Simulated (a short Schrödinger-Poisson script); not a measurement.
Stack: MOS inversion layer, Si3N4 on p-type Ge(100), at 400 K.

```tsv
layer	material	thickness (nm)	Na (cm⁻³)
1	Si3N4	7.5	-
2	Ge	230	3.1e18
```

The device is made up for the run: typed textbook-type constants, with dimensions and the other settings drawn at random. Si3N4: permittivity 7.5, conduction-band edge (eV) 1.9, gap (eV) 5.1, electron mass (mₑ) 0.5. Ge: permittivity 16, conduction-band edge (eV) 0, gap (eV) 0.664, Nv at 300 K (cm⁻³) 6e18.

Channel valleys (confinement mass, in-plane density-of-states mass, number): L4 0.12, 0.295, 4. At the gate the conduction-band edge of layer 1 lies 1.99 eV − eVg above the Fermi level of the channel; the field vanishes at the back. Gaps are held at their typed values at every temperature. Mesh 0.03 nm at interfaces.

From a short Schrödinger-Poisson script (our own, NumPy): 1D Poisson equation in equilibrium, electrons quantum, Hartree (BenDaniel-Duke, 12 states a valley, the channel's in-plane mass for all, wave functions ending at the dielectric), parabolic valleys, classical holes, full ionisation, no traps, pinning or gate leakage.

Only gate voltages with over 1e8 electrons/cm² are shown.

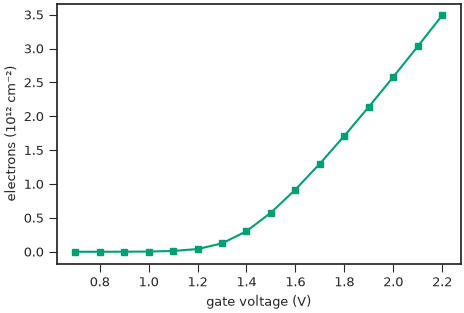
Sheet density against gate voltage

| Vg (V) | electrons (cm⁻²) | C (μF/cm²) | L4 E0 (meV) | L4 E1 (meV) |
|---|---|---|---|---|
| 0.7 | 1.02e8 | 0.461 | 416.9 | 537.9 |
| 0.8 | 3.03e8 | 0.448 | 378.2 | 508.8 |
| 0.9 | 9.69e8 | 0.437 | 337.6 | 477.0 |
| 1 | 3.28e9 | 0.427 | 295.3 | 442.8 |
| 1.1 | 1.15e10 | 0.425 | 251.9 | 406.9 |
| 1.2 | 4.00e10 | 0.441 | 208.9 | 370.7 |
| 1.3 | 1.24e11 | 0.495 | 169.8 | 337.5 |
| 1.4 | 3.03e11 | 0.571 | 138.7 | 311.3 |
| 1.5 | 5.77e11 | 0.634 | 116.2 | 292.7 |
| 1.6 | 9.18e11 | 0.675 | 99.9 | 279.5 |
| 1.7 | 1.30e12 | 0.702 | 87.4 | 269.9 |
| 1.8 | 1.71e12 | 0.720 | 77.6 | - |
| 1.9 | 2.14e12 | 0.733 | 69.4 | - |
| 2 | 2.58e12 | 0.742 | - | - |
| 2.1 | 3.03e12 | 0.750 | - | - |
| 2.2 | 3.49e12 | 0.756 | - | - |

Subbands count from the Fermi level; a dash marks a level above the dielectric's band edge.

Only the L valleys are kept; under strong confinement the Δ valleys of Ge fill too.
